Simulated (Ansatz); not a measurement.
# H2S (triplet): B3LYP, r2SCAN0, BHLYP over a scan of the distance H1–H2 along a hydrogen transfer, cc-pVTZ, part 2 of 2

Ansatz 0.2.0, Gaussian basis; cc-pVTZ, all electrons in the functionals.

### Step 16. r2SCAN0, 1.101 Å

File in.yaml:

```yaml
crystal:
  periodic: [false, false, false]
  atoms:
    - {symbol: H, position_ang: [0.000000, 0.000000, -1.283000]}
    - {symbol: H, position_ang: [0.000000, 0.000000, -0.182000]}
    - {symbol: S, position_ang: [0.000000, 0.000000, 1.465000]}
basis:
  gaussian: {orbitals: cc-pVTZ}
magnetization: {spin_polarized: true, initial_magnetization: 2}
hamiltonian: {xc: {name: r2SCAN0}}
```

The run is started by

```bash
> ansatz run in.yaml --threads 1 --pin off --events-out ev --progress --plain --max-ram 2393MiB
```

Log, cut to the lines that bear on the results:

```text
Functional definition: r2SCAN0
  name "r2SCAN0"
  cite "Bursch, Neugebauer, Ehlert & Grimme, J. Chem. Phys. 156, 134105 (2022) doi:10.1063/5.0086040"
  cite "Furness, Kaplan, Ning, Perdew & Sun, J. Phys. Chem. Lett. 11, 8208 (2020) doi:10.1021/acs.jpclett.0c02405"
  cite "Furness, Kaplan, Ning, Perdew & Sun, J. Phys. Chem. Lett. 11, 9248 (2020) doi:10.1021/acs.jpclett.0c03077"
  parent r2scan
[...]
404 factors; their error is unknown
[...]
mean field -10863.59793298 eV, -399.2298604259 hartree, gradient 2.2e-5 eV, S^2 2.030170; 1 other end points of the search recorded, 0 dependent functions left out
reference -10863.59794010 eV, -399.2298606874 hartree; 10, 8 occupied and 52, 54 virtual orbitals, 404 factors
Total energy: -10863.59794010 eV, -399.2298606874 hartree
```

It took 1.8 s on 1 thread of Arm Neoverse V2, shared host.

From the report: ⟨S²⟩ of the determinant 2.030 (pure triplet: 2.00).

From 0.745 Å: +64.1 kJ/mol.

### Step 17. r2SCAN0, 1.190 Å

File in.yaml:

```yaml
crystal:
  periodic: [false, false, false]
  atoms:
    - {symbol: H, position_ang: [0.000000, 0.000000, -1.312667]}
    - {symbol: H, position_ang: [0.000000, 0.000000, -0.122667]}
    - {symbol: S, position_ang: [0.000000, 0.000000, 1.435333]}
basis:
  gaussian: {orbitals: cc-pVTZ}
magnetization: {spin_polarized: true, initial_magnetization: 2}
hamiltonian: {xc: {name: r2SCAN0}}
```

Same command.

Log, cut to the lines that bear on the results:

```text
Functional definition: r2SCAN0
  name "r2SCAN0"
  cite "Bursch, Neugebauer, Ehlert & Grimme, J. Chem. Phys. 156, 134105 (2022) doi:10.1063/5.0086040"
  cite "Furness, Kaplan, Ning, Perdew & Sun, J. Phys. Chem. Lett. 11, 8208 (2020) doi:10.1021/acs.jpclett.0c02405"
  cite "Furness, Kaplan, Ning, Perdew & Sun, J. Phys. Chem. Lett. 11, 9248 (2020) doi:10.1021/acs.jpclett.0c03077"
  parent r2scan
[...]
404 factors; their error is unknown
[...]
mean field -10863.56712791 eV, -399.2287283606 hartree, gradient 5.4e-5 eV, S^2 2.025551; 0 other end points of the search recorded, 0 dependent functions left out
reference -10863.56713509 eV, -399.2287286244 hartree; 10, 8 occupied and 52, 54 virtual orbitals, 404 factors
Total energy: -10863.56713509 eV, -399.2287286244 hartree
```

It took 1.7 s on 1 thread of Arm Neoverse V2, shared host.

From the report: ⟨S²⟩ of the determinant 2.026 (pure triplet: 2.00).

From 0.745 Å: +67.0 kJ/mol.

### Step 18. r2SCAN0, 1.279 Å

File in.yaml:

```yaml
crystal:
  periodic: [false, false, false]
  atoms:
    - {symbol: H, position_ang: [0.000000, 0.000000, -1.342333]}
    - {symbol: H, position_ang: [0.000000, 0.000000, -0.063333]}
    - {symbol: S, position_ang: [0.000000, 0.000000, 1.405667]}
basis:
  gaussian: {orbitals: cc-pVTZ}
magnetization: {spin_polarized: true, initial_magnetization: 2}
hamiltonian: {xc: {name: r2SCAN0}}
```

Launched as before.

Log, cut to the lines that bear on the results:

```text
Functional definition: r2SCAN0
  name "r2SCAN0"
  cite "Bursch, Neugebauer, Ehlert & Grimme, J. Chem. Phys. 156, 134105 (2022) doi:10.1063/5.0086040"
  cite "Furness, Kaplan, Ning, Perdew & Sun, J. Phys. Chem. Lett. 11, 8208 (2020) doi:10.1021/acs.jpclett.0c02405"
  cite "Furness, Kaplan, Ning, Perdew & Sun, J. Phys. Chem. Lett. 11, 9248 (2020) doi:10.1021/acs.jpclett.0c03077"
  parent r2scan
[...]
404 factors; their error is unknown
[...]
mean field -10863.59618578 eV, -399.2297962174 hartree, gradient 2.7e-5 eV, S^2 2.018041; 0 other end points of the search recorded, 0 dependent functions left out
reference -10863.59619304 eV, -399.2297964843 hartree; 10, 8 occupied and 52, 54 virtual orbitals, 404 factors
Total energy: -10863.59619304 eV, -399.2297964843 hartree
```

Wall time 1.6 s (1 thread of Arm Neoverse V2, shared host).

From the report: ⟨S²⟩ of the determinant 2.018 (pure triplet: 2.00).

From 0.745 Å: +64.2 kJ/mol.

### Step 19. r2SCAN0, 1.368 Å

File in.yaml:

```yaml
crystal:
  periodic: [false, false, false]
  atoms:
    - {symbol: H, position_ang: [0.000000, 0.000000, -1.372000]}
    - {symbol: H, position_ang: [0.000000, 0.000000, -0.004000]}
    - {symbol: S, position_ang: [0.000000, 0.000000, 1.376000]}
basis:
  gaussian: {orbitals: cc-pVTZ}
magnetization: {spin_polarized: true, initial_magnetization: 2}
hamiltonian: {xc: {name: r2SCAN0}}
```

Launched as before.

Log, cut to the lines that bear on the results:

```text
Functional definition: r2SCAN0
  name "r2SCAN0"
  cite "Bursch, Neugebauer, Ehlert & Grimme, J. Chem. Phys. 156, 134105 (2022) doi:10.1063/5.0086040"
  cite "Furness, Kaplan, Ning, Perdew & Sun, J. Phys. Chem. Lett. 11, 8208 (2020) doi:10.1021/acs.jpclett.0c02405"
  cite "Furness, Kaplan, Ning, Perdew & Sun, J. Phys. Chem. Lett. 11, 9248 (2020) doi:10.1021/acs.jpclett.0c03077"
  parent r2scan
[...]
404 factors; their error is unknown
[...]
mean field -10863.60777708 eV, -399.2302221899 hartree, gradient 6.8e-5 eV, S^2 2.012577; 0 other end points of the search recorded, 0 dependent functions left out
reference -10863.60778441 eV, -399.2302224592 hartree; 10, 8 occupied and 52, 54 virtual orbitals, 404 factors
Total energy: -10863.60778441 eV, -399.2302224592 hartree
```

It took 1.6 s on 1 thread of Arm Neoverse V2, shared host.

From the report: ⟨S²⟩ of the determinant 2.013 (pure triplet: 2.00).

From 0.745 Å: +63.1 kJ/mol.

### Step 20. BHLYP, 0.693 Å

File in.yaml:

```yaml
crystal:
  periodic: [false, false, false]
  atoms:
    - {symbol: H, position_ang: [0.000000, 0.000000, -1.147000]}
    - {symbol: H, position_ang: [0.000000, 0.000000, -0.454000]}
    - {symbol: S, position_ang: [0.000000, 0.000000, 1.601000]}
basis:
  gaussian: {orbitals: cc-pVTZ}
magnetization: {spin_polarized: true, initial_magnetization: 2}
hamiltonian: {xc: {name: BHLYP}}
```

The command is unchanged.

Log:

```text
Functional definition: BHLYP
  name "BHLYP"
  cite "Becke, J. Chem. Phys. 98, 1372 (1993) doi:10.1063/1.464304"
  cite "Becke, Phys. Rev. A 38, 3098 (1988) doi:10.1103/PhysRevA.38.3098"
  cite "Lee, Yang & Parr, Phys. Rev. B 37, 785 (1988) doi:10.1103/PhysRevB.37.785"
  parameter a = 0.5
  exchange = (1 - a)*b88_x + a*exact_x
  correlation = lyp_c
454 factors; their error is unknown
mean field evaluation 1: about -10864.9794 eV, gradient 4.8e0 eV
mean field evaluation 2: about -10865.1481 eV, gradient 1.2e0 eV
mean field evaluation 4: about -10865.1625 eV, gradient 1.2e-1 eV
mean field evaluation 8: about -10865.2022 eV, gradient 1.3e-2 eV
mean field evaluation 16: about -10865.2022 eV, gradient 5.2e-5 eV
mean field -10865.20216459 eV, -399.2888148501 hartree, gradient 3.9e-6 eV, S^2 2.006414; 1 other end points of the search recorded, 0 dependent functions left out
reference -10865.20228280 eV, -399.2888191944 hartree; 10, 8 occupied and 52, 54 virtual orbitals, 454 factors
Total energy: -10865.20228280 eV, -399.2888191944 hartree
```

Wall time 1.5 s (1 thread of Arm Neoverse V2, shared host).

From the report: ⟨S²⟩ of the determinant 2.006 (pure triplet: 2.00).

### Step 21. BHLYP, 0.745 Å

File in.yaml:

```yaml
crystal:
  periodic: [false, false, false]
  atoms:
    - {symbol: H, position_ang: [0.000000, 0.000000, -1.164333]}
    - {symbol: H, position_ang: [0.000000, 0.000000, -0.419333]}
    - {symbol: S, position_ang: [0.000000, 0.000000, 1.583667]}
basis:
  gaussian: {orbitals: cc-pVTZ}
magnetization: {spin_polarized: true, initial_magnetization: 2}
hamiltonian: {xc: {name: BHLYP}}
```

The command is unchanged.

Log:

```text
Functional definition: BHLYP
  name "BHLYP"
  cite "Becke, J. Chem. Phys. 98, 1372 (1993) doi:10.1063/1.464304"
  cite "Becke, Phys. Rev. A 38, 3098 (1988) doi:10.1103/PhysRevA.38.3098"
  cite "Lee, Yang & Parr, Phys. Rev. B 37, 785 (1988) doi:10.1103/PhysRevB.37.785"
  parameter a = 0.5
  exchange = (1 - a)*b88_x + a*exact_x
  correlation = lyp_c
454 factors; their error is unknown
mean field evaluation 1: about -10865.0103 eV, gradient 4.6e0 eV
mean field evaluation 2: about -10865.1749 eV, gradient 1.2e0 eV
mean field evaluation 4: about -10865.1905 eV, gradient 1.2e-1 eV
mean field evaluation 8: about -10865.2301 eV, gradient 1.5e-2 eV
mean field evaluation 16: about -10865.2301 eV, gradient 8.1e-5 eV
mean field -10865.23006661 eV, -399.2898402305 hartree, gradient 1.4e-5 eV, S^2 2.007330; 1 other end points of the search recorded, 0 dependent functions left out
reference -10865.23018627 eV, -399.2898446278 hartree; 10, 8 occupied and 52, 54 virtual orbitals, 454 factors
Total energy: -10865.23018627 eV, -399.2898446278 hartree
```

Run time: 1.5 s. Hardware: 1 thread of Arm Neoverse V2, shared host.

From the report: ⟨S²⟩ of the determinant 2.007 (pure triplet: 2.00).

### Step 22. BHLYP, 0.834 Å

File in.yaml:

```yaml
crystal:
  periodic: [false, false, false]
  atoms:
    - {symbol: H, position_ang: [0.000000, 0.000000, -1.194000]}
    - {symbol: H, position_ang: [0.000000, 0.000000, -0.360000]}
    - {symbol: S, position_ang: [0.000000, 0.000000, 1.554000]}
basis:
  gaussian: {orbitals: cc-pVTZ}
magnetization: {spin_polarized: true, initial_magnetization: 2}
hamiltonian: {xc: {name: BHLYP}}
```

Launched as before.

Log:

```text
Functional definition: BHLYP
  name "BHLYP"
  cite "Becke, J. Chem. Phys. 98, 1372 (1993) doi:10.1063/1.464304"
  cite "Becke, Phys. Rev. A 38, 3098 (1988) doi:10.1103/PhysRevA.38.3098"
  cite "Lee, Yang & Parr, Phys. Rev. B 37, 785 (1988) doi:10.1103/PhysRevB.37.785"
  parameter a = 0.5
  exchange = (1 - a)*b88_x + a*exact_x
  correlation = lyp_c
454 factors; their error is unknown
mean field evaluation 1: about -10864.8670 eV, gradient 4.4e0 eV
mean field evaluation 2: about -10865.0289 eV, gradient 1.2e0 eV
mean field evaluation 4: about -10865.0471 eV, gradient 1.4e-1 eV
mean field evaluation 8: about -10865.0869 eV, gradient 2.3e-2 eV
mean field evaluation 16: about -10865.0869 eV, gradient 2.3e-5 eV
mean field -10865.08693058 eV, -399.2845800785 hartree, gradient 5.1e-6 eV, S^2 2.010542; 1 other end points of the search recorded, 0 dependent functions left out
reference -10865.08705249 eV, -399.2845845584 hartree; 10, 8 occupied and 52, 54 virtual orbitals, 454 factors
Total energy: -10865.08705249 eV, -399.2845845584 hartree
```

Wall time 1.4 s (1 thread of Arm Neoverse V2, shared host).

From the report: ⟨S²⟩ of the determinant 2.011 (pure triplet: 2.00).

From 0.745 Å: +13.8 kJ/mol.

### Step 23. BHLYP, 0.923 Å

File in.yaml:

```yaml
crystal:
  periodic: [false, false, false]
  atoms:
    - {symbol: H, position_ang: [0.000000, 0.000000, -1.223667]}
    - {symbol: H, position_ang: [0.000000, 0.000000, -0.300667]}
    - {symbol: S, position_ang: [0.000000, 0.000000, 1.524333]}
basis:
  gaussian: {orbitals: cc-pVTZ}
magnetization: {spin_polarized: true, initial_magnetization: 2}
hamiltonian: {xc: {name: BHLYP}}
```

Same command.

Log:

```text
Functional definition: BHLYP
  name "BHLYP"
  cite "Becke, J. Chem. Phys. 98, 1372 (1993) doi:10.1063/1.464304"
  cite "Becke, Phys. Rev. A 38, 3098 (1988) doi:10.1103/PhysRevA.38.3098"
  cite "Lee, Yang & Parr, Phys. Rev. B 37, 785 (1988) doi:10.1103/PhysRevB.37.785"
  parameter a = 0.5
  exchange = (1 - a)*b88_x + a*exact_x
  correlation = lyp_c
454 factors; their error is unknown
mean field evaluation 1: about -10864.6028 eV, gradient 4.3e0 eV
mean field evaluation 2: about -10864.7667 eV, gradient 1.3e0 eV
mean field evaluation 4: about -10864.7902 eV, gradient 1.9e-1 eV
mean field evaluation 8: about -10864.8295 eV, gradient 1.0e-2 eV
mean field evaluation 16: about -10864.8295 eV, gradient 8.6e-6 eV
mean field -10864.82947447 eV, -399.2751187410 hartree, gradient 3.1e-5 eV, S^2 2.017180; 1 other end points of the search recorded, 0 dependent functions left out
reference -10864.82959776 eV, -399.2751232718 hartree; 10, 8 occupied and 52, 54 virtual orbitals, 454 factors
Total energy: -10864.82959776 eV, -399.2751232718 hartree
```

Run time: 1.5 s. Hardware: 1 thread of Arm Neoverse V2, shared host.

From the report: ⟨S²⟩ of the determinant 2.017 (pure triplet: 2.00).

From 0.745 Å: +38.7 kJ/mol.

### Step 24. BHLYP, 1.012 Å

File in.yaml:

```yaml
crystal:
  periodic: [false, false, false]
  atoms:
    - {symbol: H, position_ang: [0.000000, 0.000000, -1.253333]}
    - {symbol: H, position_ang: [0.000000, 0.000000, -0.241333]}
    - {symbol: S, position_ang: [0.000000, 0.000000, 1.494667]}
basis:
  gaussian: {orbitals: cc-pVTZ}
magnetization: {spin_polarized: true, initial_magnetization: 2}
hamiltonian: {xc: {name: BHLYP}}
```

Launched as before.

Log:

```text
Functional definition: BHLYP
  name "BHLYP"
  cite "Becke, J. Chem. Phys. 98, 1372 (1993) doi:10.1063/1.464304"
  cite "Becke, Phys. Rev. A 38, 3098 (1988) doi:10.1103/PhysRevA.38.3098"
  cite "Lee, Yang & Parr, Phys. Rev. B 37, 785 (1988) doi:10.1103/PhysRevB.37.785"
  parameter a = 0.5
  exchange = (1 - a)*b88_x + a*exact_x
  correlation = lyp_c
454 factors; their error is unknown
mean field evaluation 1: about -10864.3226 eV, gradient 4.4e0 eV
mean field evaluation 2: about -10864.4977 eV, gradient 1.5e0 eV
mean field evaluation 4: about -10864.5316 eV, gradient 2.5e-1 eV
mean field evaluation 8: about -10864.5716 eV, gradient 1.2e-2 eV
mean field evaluation 16: about -10864.4153 eV, gradient 1.5e0 eV
mean field -10864.57163189 eV, -399.2656432009 hartree, gradient 2.5e-5 eV, S^2 2.026465; 1 other end points of the search recorded, 0 dependent functions left out
reference -10864.57175518 eV, -399.2656477317 hartree; 10, 8 occupied and 52, 54 virtual orbitals, 454 factors
Total energy: -10864.57175518 eV, -399.2656477317 hartree
```

Wall time 0.81 s (1 thread of Arm Neoverse V2, shared host).

From the report: ⟨S²⟩ of the determinant 2.026 (pure triplet: 2.00).

From 0.745 Å: +63.5 kJ/mol.

### Step 25. BHLYP, 1.101 Å

File in.yaml:

```yaml
crystal:
  periodic: [false, false, false]
  atoms:
    - {symbol: H, position_ang: [0.000000, 0.000000, -1.283000]}
    - {symbol: H, position_ang: [0.000000, 0.000000, -0.182000]}
    - {symbol: S, position_ang: [0.000000, 0.000000, 1.465000]}
basis:
  gaussian: {orbitals: cc-pVTZ}
magnetization: {spin_polarized: true, initial_magnetization: 2}
hamiltonian: {xc: {name: BHLYP}}
```

Launched as before.

Log:

```text
Functional definition: BHLYP
  name "BHLYP"
  cite "Becke, J. Chem. Phys. 98, 1372 (1993) doi:10.1063/1.464304"
  cite "Becke, Phys. Rev. A 38, 3098 (1988) doi:10.1103/PhysRevA.38.3098"
  cite "Lee, Yang & Parr, Phys. Rev. B 37, 785 (1988) doi:10.1103/PhysRevB.37.785"
  parameter a = 0.5
  exchange = (1 - a)*b88_x + a*exact_x
  correlation = lyp_c
454 factors; their error is unknown
mean field evaluation 1: about -10864.1016 eV, gradient 4.6e0 eV
mean field evaluation 2: about -10864.3044 eV, gradient 1.8e0 eV
mean field evaluation 4: about -10864.3550 eV, gradient 3.0e-1 eV
mean field evaluation 8: about -10864.3964 eV, gradient 1.2e-2 eV
mean field evaluation 16: about -10864.2486 eV, gradient 2.0e0 eV
mean field -10864.39638538 eV, -399.2592030105 hartree, gradient 1.9e-5 eV, S^2 2.031631; 1 other end points of the search recorded, 0 dependent functions left out
reference -10864.39650752 eV, -399.2592074991 hartree; 10, 8 occupied and 52, 54 virtual orbitals, 454 factors
Total energy: -10864.39650752 eV, -399.2592074991 hartree
```

Run time: 0.75 s. Hardware: 1 thread of Arm Neoverse V2, shared host.

From the report: ⟨S²⟩ of the determinant 2.032 (pure triplet: 2.00).

From 0.745 Å: +80.4 kJ/mol.

### Step 26. BHLYP, 1.190 Å

File in.yaml:

```yaml
crystal:
  periodic: [false, false, false]
  atoms:
    - {symbol: H, position_ang: [0.000000, 0.000000, -1.312667]}
    - {symbol: H, position_ang: [0.000000, 0.000000, -0.122667]}
    - {symbol: S, position_ang: [0.000000, 0.000000, 1.435333]}
basis:
  gaussian: {orbitals: cc-pVTZ}
magnetization: {spin_polarized: true, initial_magnetization: 2}
hamiltonian: {xc: {name: BHLYP}}
```

Launched as before.

Log:

```text
Functional definition: BHLYP
  name "BHLYP"
  cite "Becke, J. Chem. Phys. 98, 1372 (1993) doi:10.1063/1.464304"
  cite "Becke, Phys. Rev. A 38, 3098 (1988) doi:10.1103/PhysRevA.38.3098"
  cite "Lee, Yang & Parr, Phys. Rev. B 37, 785 (1988) doi:10.1103/PhysRevB.37.785"
  parameter a = 0.5
  exchange = (1 - a)*b88_x + a*exact_x
  correlation = lyp_c
454 factors; their error is unknown
mean field evaluation 1: about -10863.9788 eV, gradient 4.9e0 eV
mean field evaluation 2: about -10864.2291 eV, gradient 2.0e0 eV
mean field evaluation 4: about -10864.2961 eV, gradient 2.9e-1 eV
mean field evaluation 8: about -10864.3370 eV, gradient 1.1e-1 eV
mean field evaluation 16: about -10863.2053 eV, gradient 6.1e0 eV
mean field -10864.33704494 eV, -399.2570222893 hartree, gradient 5.4e-5 eV, S^2 2.027290; 1 other end points of the search recorded, 0 dependent functions left out
reference -10864.33716582 eV, -399.2570267318 hartree; 10, 8 occupied and 52, 54 virtual orbitals, 454 factors
Total energy: -10864.33716582 eV, -399.2570267318 hartree
```

Run time: 0.81 s. Hardware: 1 thread of Arm Neoverse V2, shared host.

From the report: ⟨S²⟩ of the determinant 2.027 (pure triplet: 2.00).

From 0.745 Å: +86.2 kJ/mol.

### Step 27. BHLYP, 1.279 Å

File in.yaml:

```yaml
crystal:
  periodic: [false, false, false]
  atoms:
    - {symbol: H, position_ang: [0.000000, 0.000000, -1.342333]}
    - {symbol: H, position_ang: [0.000000, 0.000000, -0.063333]}
    - {symbol: S, position_ang: [0.000000, 0.000000, 1.405667]}
basis:
  gaussian: {orbitals: cc-pVTZ}
magnetization: {spin_polarized: true, initial_magnetization: 2}
hamiltonian: {xc: {name: BHLYP}}
```

The command is unchanged.

Log:

```text
Functional definition: BHLYP
  name "BHLYP"
  cite "Becke, J. Chem. Phys. 98, 1372 (1993) doi:10.1063/1.464304"
  cite "Becke, Phys. Rev. A 38, 3098 (1988) doi:10.1103/PhysRevA.38.3098"
  cite "Lee, Yang & Parr, Phys. Rev. B 37, 785 (1988) doi:10.1103/PhysRevB.37.785"
  parameter a = 0.5
  exchange = (1 - a)*b88_x + a*exact_x
  correlation = lyp_c
454 factors; their error is unknown
mean field evaluation 1: about -10863.9430 eV, gradient 5.3e0 eV
mean field evaluation 2: about -10864.2483 eV, gradient 2.2e0 eV
mean field evaluation 4: about -10864.3227 eV, gradient 2.5e-1 eV
mean field evaluation 8: about -10864.3629 eV, gradient 1.0e-1 eV
mean field evaluation 16: about -10864.3630 eV, gradient 3.4e-5 eV
mean field -10864.36295878 eV, -399.2579746054 hartree, gradient 3.4e-5 eV, S^2 2.018369; 0 other end points of the search recorded, 0 dependent functions left out
reference -10864.36307893 eV, -399.2579790210 hartree; 10, 8 occupied and 52, 54 virtual orbitals, 454 factors
Total energy: -10864.36307893 eV, -399.2579790210 hartree
```

It took 0.69 s on 1 thread of Arm Neoverse V2, shared host.

From the report: ⟨S²⟩ of the determinant 2.018 (pure triplet: 2.00).

From 0.745 Å: +83.7 kJ/mol.

### Step 28. BHLYP, 1.368 Å

File in.yaml:

```yaml
crystal:
  periodic: [false, false, false]
  atoms:
    - {symbol: H, position_ang: [0.000000, 0.000000, -1.372000]}
    - {symbol: H, position_ang: [0.000000, 0.000000, -0.004000]}
    - {symbol: S, position_ang: [0.000000, 0.000000, 1.376000]}
basis:
  gaussian: {orbitals: cc-pVTZ}
magnetization: {spin_polarized: true, initial_magnetization: 2}
hamiltonian: {xc: {name: BHLYP}}
```

The command is unchanged.

Log:

```text
Functional definition: BHLYP
  name "BHLYP"
  cite "Becke, J. Chem. Phys. 98, 1372 (1993) doi:10.1063/1.464304"
  cite "Becke, Phys. Rev. A 38, 3098 (1988) doi:10.1103/PhysRevA.38.3098"
  cite "Lee, Yang & Parr, Phys. Rev. B 37, 785 (1988) doi:10.1103/PhysRevB.37.785"
  parameter a = 0.5
  exchange = (1 - a)*b88_x + a*exact_x
  correlation = lyp_c
454 factors; their error is unknown
mean field evaluation 1: about -10863.9325 eV, gradient 5.6e0 eV
mean field evaluation 2: about -10864.2808 eV, gradient 2.2e0 eV
mean field evaluation 4: about -10864.3525 eV, gradient 2.1e-1 eV
mean field evaluation 8: about -10864.3927 eV, gradient 1.4e-2 eV
mean field -10864.39267108 eV, -399.2590665124 hartree, gradient 1.9e-5 eV, S^2 2.011537; 0 other end points of the search recorded, 0 dependent functions left out
reference -10864.39279093 eV, -399.2590709166 hartree; 10, 8 occupied and 52, 54 virtual orbitals, 454 factors
Total energy: -10864.39279093 eV, -399.2590709166 hartree
```

Run time: 0.63 s. Hardware: 1 thread of Arm Neoverse V2, shared host.

From the report: ⟨S²⟩ of the determinant 2.012 (pure triplet: 2.00).

From 0.745 Å: +80.8 kJ/mol.

### Step 29. Against the wave-function levels

The yardstick is UCCSDT(Q), where the cluster series has nearly closed. It comes from earlier runs at the same points. Energies in kJ/mol, counted from 0.745 Å; blanks weren't run or aren't comparable.

```csv
level,0.693 Å,0.745 Å,0.834 Å,0.923 Å,1.012 Å,1.101 Å,1.190 Å,1.279 Å,1.368 Å
UCCSDT(Q),2.9,0.0,13.8,39.3,65.5,84.0,90.8,88.6,85.7
B3LYP,4.9,0.0,9.6,29.9,51.2,66.5,73.5,74.5,76.0
r2SCAN0,4.4,0.0,10.3,31.0,51.4,64.1,67.0,64.2,63.1
BHLYP,2.7,0.0,13.8,38.7,63.5,80.4,86.2,83.7,80.8
```

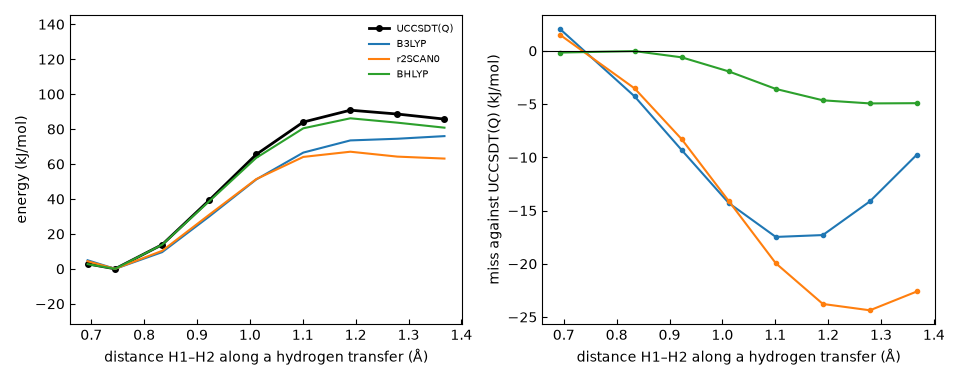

Left: the curves (the axis may cut off levels that run far away). Right: misses against UCCSDT(Q), in the same colours.

Largest miss and mean time a point (UCCSDT(Q) took 42 s a point; shared hosts):

```csv
level,largest miss (kJ/mol),where,time a point
B3LYP,-17.5,1.101 Å,0.91 s
r2SCAN0,-24.4,1.279 Å,2.4 s
BHLYP,-4.9,1.279 Å,1.1 s
```

### Step 30. What came out

The summary covers parts 1 to 2.

```
                   quantity                   value
span of the UCCSDT(Q) curve             90.8 kJ/mol
        largest miss, B3LYP  -17.5 kJ/mol (1.101 Å)
      largest miss, r2SCAN0  -24.4 kJ/mol (1.279 Å)
        largest miss, BHLYP   -4.9 kJ/mol (1.279 Å)
```

**Reading.** Of the functionals, BHLYP keep the smallest largest miss at the points compared (at most 4.9 kJ/mol) and r2SCAN0 strays most (24.4 kJ/mol, at 1.279 Å). Functionals and the yardstick converge differently with the basis, so part of each miss in cc-pVTZ is the basis.
